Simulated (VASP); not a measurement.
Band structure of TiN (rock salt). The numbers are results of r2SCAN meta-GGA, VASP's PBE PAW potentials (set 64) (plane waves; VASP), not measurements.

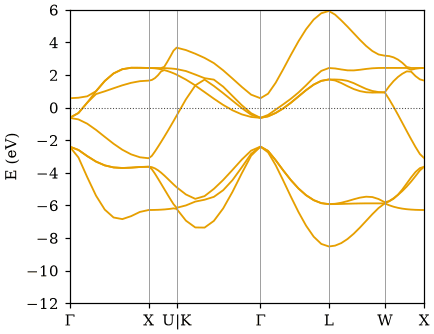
Figure. Bands along high-symmetry lines, zero at the valence-band maximum or, without a gap, the Fermi level

Read the plot: is there a gap, and where are the band edges?

It has no gap at this level: it comes out as a metal or semimetal.

The compound is TiN in the rock salt structure. The cell was not relaxed at this level. The electron count is odd and the run is not spin-polarised, which forces a metal.
